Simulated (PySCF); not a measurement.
SMILES [SiH3][SiH2]C#N (CH5NSi2), singlet at its B3LYP/def2-SVP optimised geometry (Å):

```
9

N      2.6349    -1.0564     0.0016
C      1.4739    -1.0948     0.0000
Si    -0.3919    -1.0948     0.0000
Si    -1.1429     1.1410     0.0000
H     -0.8250    -1.8344     1.2175
H     -0.8259    -1.8348    -1.2169
H     -2.6349     1.1417     0.0049
H     -0.6459     1.8323    -1.2231
H     -0.6377     1.8348     1.2183
```

Calculation: PySCF with B3LYP/def2-TZVP.

Map of the electron localisation function on the plane z = 1.5 Å:

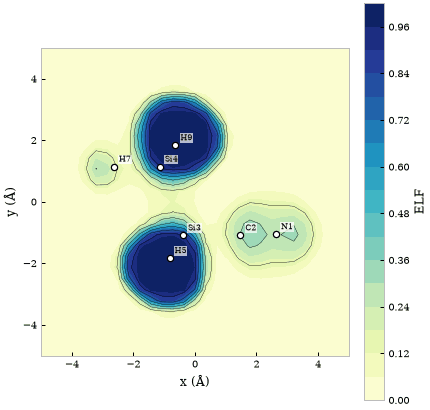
Figure. Electron localisation function on the plane z = 1.5 Å.
